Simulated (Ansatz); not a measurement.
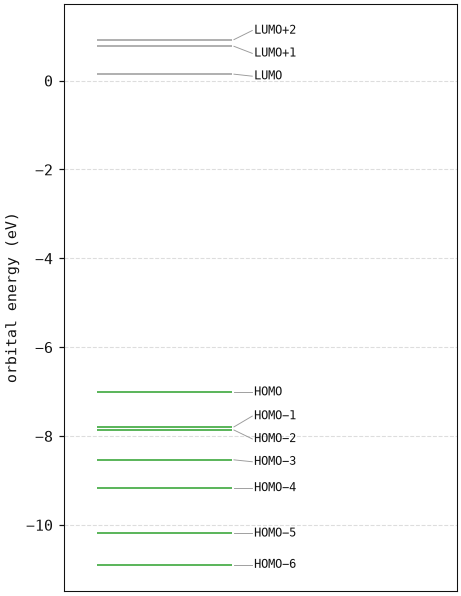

C₂H₈Ge, SMILES C[CH2][GeH3], singlet. Kohn-Sham orbital energies near the frontier, revPBE/def2-TZVPP in the Ansatz code, at a PBE0-D4/def2-TZVP geometry (a minimum by its frequencies), isolated molecule; empty levels in grey, levels within 0.03 eV side by side.

Q: Where do the frontier orbitals lie?

A: HOMO at −7.01 eV, LUMO at 0.15 eV, 7.16 eV apart.

Q: List the levels.

A:
```csv
orbital,energy (eV)
LUMO+2,0.92
LUMO+1,0.77
LUMO,0.15
HOMO,−7.01
HOMO−1,−7.79
HOMO−2,−7.87
HOMO−3,−8.54
HOMO−4,−9.17
HOMO−5,−10.19
HOMO−6,−10.90
```

Known limits of this run: no scalar relativity up to krypton; empty levels above zero depend strongly on the basis.
